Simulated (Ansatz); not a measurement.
**HfN: response to strain**

Start from HfN in the rock salt structure (space group Fm-3m, No. 225; a = 4.5257 Å; relaxed with 0.1 eV smearing).

Strains are applied to the cell and any free atomic positions relax.

The values are results of Ansatz (a program for electronic structure), r2SCAN, PAW, cutoff 500 eV, no spin-orbit coupling, not measurements.

Notes on the quantities. energy relative to the base: free energy F.

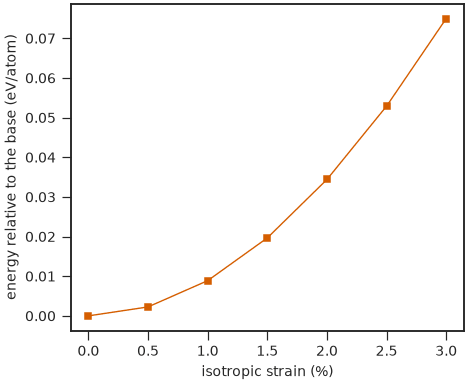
*Energy relative to the base against isotropic strain*

Question: From the plot, what is the energy relative to the base for isotropic strain +2.00 %?

Answer: About 0.034 eV/atom.

Question: Is the trend monotonic over the range shown?

Answer: Yes, it rises throughout, spanning 0 meV/atom to +75 meV/atom.

Stability against distortions was not tested. The final runs are not spin-polarised. An odd electron count without spin: HfN.
